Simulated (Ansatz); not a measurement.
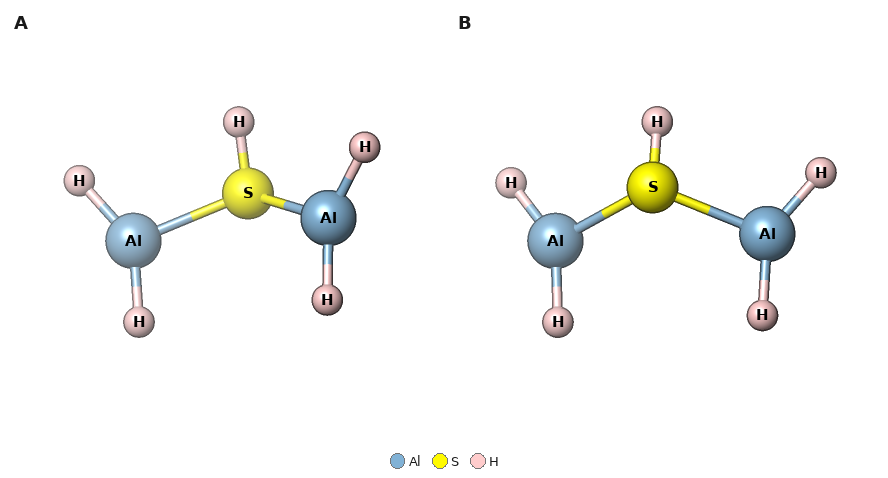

Atoms fade into the background with distance from the viewer. The species has charge +1 and is a spin singlet. The computed structure is the end point of a PBE-D4/def2-SVP optimisation. No frequency run is at hand to confirm it as a minimum.

Are A and B the same structure? If not, how do they differ?

Answer. Yes. They are the same structure, Al2H5S (charge +1), seen from two directions. With point group Cs it is achiral, so its mirror image would be the same too.
